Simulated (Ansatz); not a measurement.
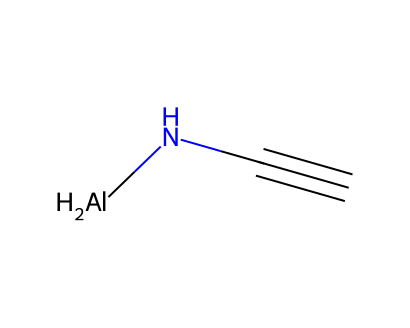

The drawing above gives the connectivity. The computed structure is the end point of a PBE0-D4/def2-TZVP optimisation. No frequency run is at hand to confirm it as a minimum.

What does the molecule look like in three dimensions?

The molecule is C2H4AlN. SMILES: `C#C[NH][AlH2]`. Among its groups: alkyne. This geometry has Cs symmetry. All atoms lie on one plane. Coordination: 2 C linear; 1 N trigonal planar; 1 Al trigonal planar.

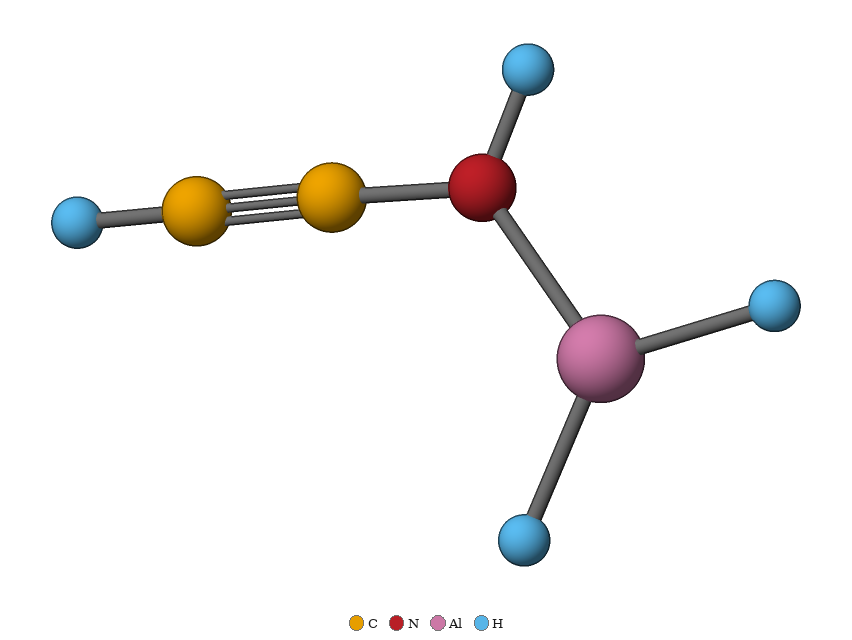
